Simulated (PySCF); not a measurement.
# GeF+: from the state search to spectroscopic constants

What are the lowest state that PBE0 finds, the bond length, vibrational wavenumber and bond energy of GeF+, and how much do these hang on the method?

Computed with PySCF 2.14.0. Level: Ge jorge-DZP-DKH, F jorge-DZP-DKH, spin-free X2C with a Gaussian nucleus.

## 1. Input

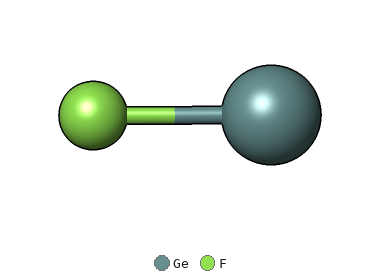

The two atoms at the starting distance (germanium teal, fluorine green).

The job is set up so:

| Property | Result |
| --- | --- |
| atoms | Ge, F |
| charge | 1 |
| basis | Ge jorge-DZP-DKH, F jorge-DZP-DKH |
| Hamiltonian | spin-free X2C with a Gaussian nucleus |
| basis functions | 58 |
| electrons treated | 40 |
| masses in u | 73.9212, 18.9984 |
| levels | PBE0, PBE, r²SCAN, M06-2X, TPSSh, BHandHLYP, LC-ωPBE, HF, MP2, SCS-MP2, CCSD, CCSD(T) |
| grid | 80 radial by 434 angular points |
| occupations | held fixed by the projection of orbital angular momentum |
| dissociation limit | Ge+ + F, each in its ground configuration |
| starting distance in angstrom | 1.875 |
| values of 2S to try | 0, 2 |

Run with:

```
OMP_NUM_THREADS=1 python dia.py task.json out
```

Further steps of the session: First curve: PBE0; Other states along the same grid; PBE (GGA); r²SCAN (meta-GGA); M06-2X (hybrid meta-GGA); TPSSh; BHandHLYP (global hybrid GGA); LC-ωPBE; RHF; MP2 and coupled cluster.

Q: Predict the outcome of this session. Wanted: for each run, Re; ωe; De; μ.

The runs gave:

Lowest PBE0 solution found, without spin–orbit coupling: ¹Σ⁺ (singlet), closed shell. State 2 has its PBE0 minimum 5.07 eV higher. The other levels ran on the lowest alone.

| level | Re (Å) | ωe (cm⁻¹) | De (eV) | μ (D) |
| --- | --- | --- | --- | --- |
| RHF | 1.658 | 840 | 3.22 | -3.44 |
| RHF-MP2 | 1.677 | 800 | 5.32 | n/a |
| RHF-SCS-MP2 | 1.679 | 796 | 5.11 | n/a |
| RHF-CCSD | 1.674 | 804 | 4.93 | n/a |
| RHF-CCSD(T) | 1.679 | 792 | 5.06 | n/a |
| PBE | 1.703 | 749 | 5.86 | -2.86 |
| r²SCAN | 1.680 | 790 | 5.60 | -2.87 |
| TPSSh | 1.688 | 778 | 5.46 | -2.96 |
| PBE0 | 1.679 | 794 | 5.31 | -3.06 |
| BHandHLYP | 1.668 | 819 | 4.82 | -3.26 |
| M06-2X | 1.677 | 812 | 5.06 | -3.23 |
| LC-ωPBE | 1.668 | 826 | 5.40 | -3.00 |

De is counted to Ge+ + F in their ground configurations. A positive dipole points from Ge to F; in an ion it is taken about the centre of mass and does not tell which atom is negative.

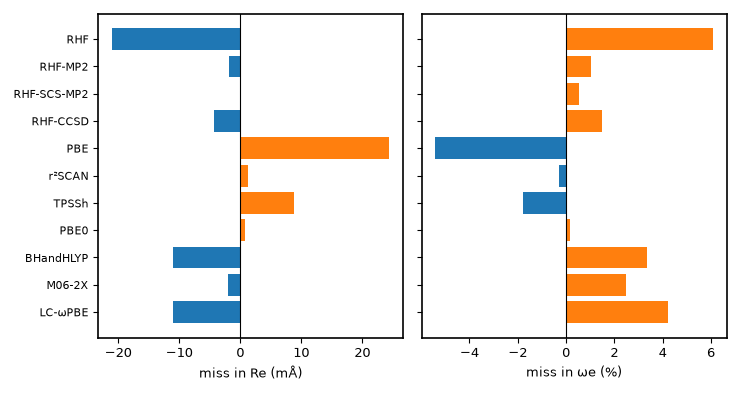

How far each level lies from CCSD(T) in the same basis.

Against CCSD(T) in the same basis, the bond length is nearest at RHF-SCS-MP2 (0 mÅ) and farthest at PBE (+24 mÅ); the wavenumber is nearest at PBE0 (+0.2 %) and farthest at RHF (+6.1 %). Hartree–Fock falls on the short and stiff side, its usual fault. PBE has the long and soft bond that GGAs tend to give. CCSD(T) in a basis this small is itself some way from its limit, more so than the functionals. Of the levels with a De here, RHF gives the least (3.22 eV) and PBE the most (5.86 eV).

Correlated steps freeze 10 core orbitals.
